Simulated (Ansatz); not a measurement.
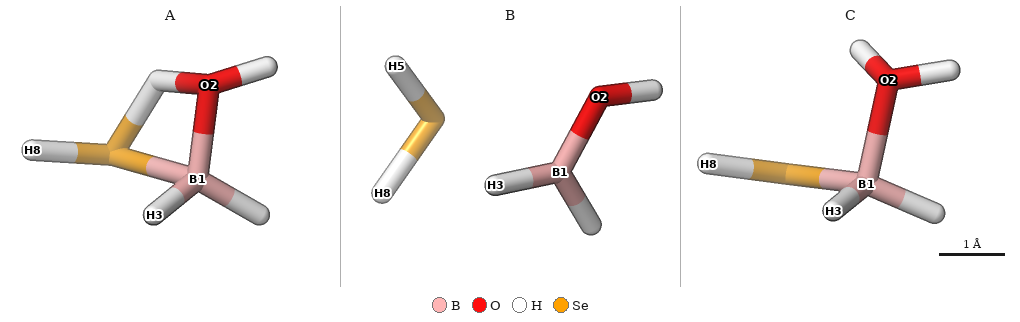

Three geometries of BH5SeO: a saddle point and the two minima that it joins, in shuffled order. Style: stick. Shown at a tilt. Sticks join atoms that are closer than about 1.2 times the sum of their covalent radii (a little more with hydrogen).

Stationary points at PBE0-D4/def2-TZVP, single-point energies with CCSD(T)/CBS, wB97X-V, RPA@PBE, PBE-D4, r2SCAN-D4, CAM-B3LYP-D4 (def2-TZVPP where no basis is named; Ansatz 0.2.0). The energies are electronic, without zero-point or thermal terms, and both ends are the minima reached downhill from the saddle, with any fragments still in contact. CCSD(T)/CBS stands for a frozen-core estimate: MP2 correlation extrapolated from def2-TZVPP and def2-QZVPP, CCSD(T) minus MP2 from the smaller set.

**Which frame is the transition state, what reaction does it lead through, and what barrier is to be expected?**

Frame A is the saddle point. Counted by bonded pieces, B holds BH₃O + H₂Se and C holds BH₃Se + H₂O. From B over the saddle to C, bonds form: B–Se (3.18 → 2.24 → 2.02 Å), H–O (3.58 → 1.37 → 0.97 Å). Bonds break: B–O (1.35 → 1.51 → 1.69 Å), H–Se (1.47 → 1.66 → 2.55 Å). The saddle has one imaginary mode, 1099i cm⁻¹. With CCSD(T)/CBS the barrier is 22.9 kcal/mol from B and 17.1 kcal/mol from C, and C lies 5.8 kcal/mol above B.

```
       level  barrier from B (kcal/mol)  barrier from C (kcal/mol)  C less B (kcal/mol)
 CCSD(T)/CBS                       22.9                       17.1                  5.8
     wB97X-V                       23.6                       17.5                  6.2
     RPA@PBE                       23.3                       15.7                  7.6
      PBE-D4                       15.1                       11.6                  3.6
   r2SCAN-D4                       18.3                       13.4                  4.9
CAM-B3LYP-D4                       24.5                       16.5                  8.0
```

Against CCSD(T)/CBS, RPA@PBE comes closest on the barrier from B (+0.4 kcal/mol) and PBE-D4 misses most (−7.7 kcal/mol).

Limits of the set-up: the start holds two separate molecules, 3.1 Å apart at their closest, whose relative position is a soft coordinate.
